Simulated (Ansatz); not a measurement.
# BiP: the cost of one run

Computed with Ansatz 0.2.0 (DFT r²SCAN, scalar-relativistic, plane waves, PAW, unless a step's input says otherwise).

1 further run of the same task is left out (it didn't finish).

## Step 1: The system as given

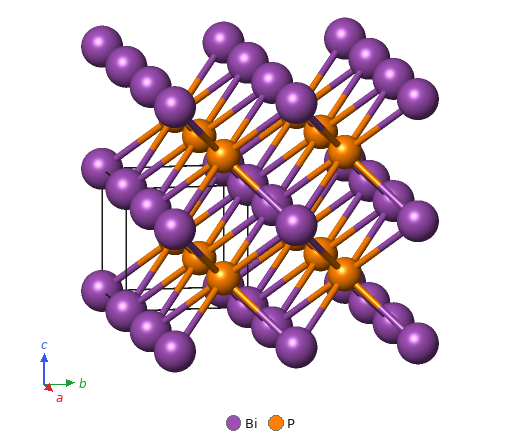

The starting structure, seen slightly off an axis (bismuth purple, phosphorus orange). 3×2×2 cells are drawn. Atoms on the faces are drawn again on the opposite ones.

As a file:

```xyz
2
Lattice="3.5738 0.0000 0.0000 0.0000 3.5738 0.0000 0.0000 0.0000 3.5738" Properties=species:S:1:pos:R:3 pbc="T T T"
Bi    0.0000    0.0000    0.0000
P     1.7869    1.7869    1.7869
```

An earlier run at r²SCAN left this cell at 22.822 Å³/atom and 0.00 GPa (10×10×10 mesh).

The changes: atom 2 (P) moved 0.08 Å along x; strain e2 = -0.02, atoms carried along; all atoms moved at random (σ = 0.15 Å), cell strained at random (1 %).

## Step 2: Atom 2 (P) moved 0.08 Å along x

Input file input.yaml:

```yaml
crystal:
  lattice:
    - [3.5737580947, 0.0, 0.0]
    - [0.0, 3.5737580947, 0.0]
    - [0.0, 0.0, 3.5737580947]
  atoms:
    - { symbol: Bi, position: [0.0, 0.0, 0.0] }
    - { symbol: P, position: [0.5223853988, 0.5, 0.5] }
basis:
  ecutwfc: 500
  ecutrho_ratio: 4
kpoints:
  mp_grid: { grid: [10, 10, 10] }
hamiltonian:
  xc: r2scan
scf:
  occupations: { method: gaussian, width: 0.05 }
output:
  forces: true
  stress: true
  eigenvalues: true
  write_density: true
  write_potential: true
  elf: true
  volumetric_format: npy
```

Started as:

```bash
$ ansatz run input.yaml --threads 2 --pin off --max-ram 2662MiB --backend cpu --events-out ev --progress --plain --runs-dir out
```

Q: Estimate wall time and peak memory on 2 threads of Arm Neoverse V1, shared host.

About 16 s, with a peak of 0.48 GiB.
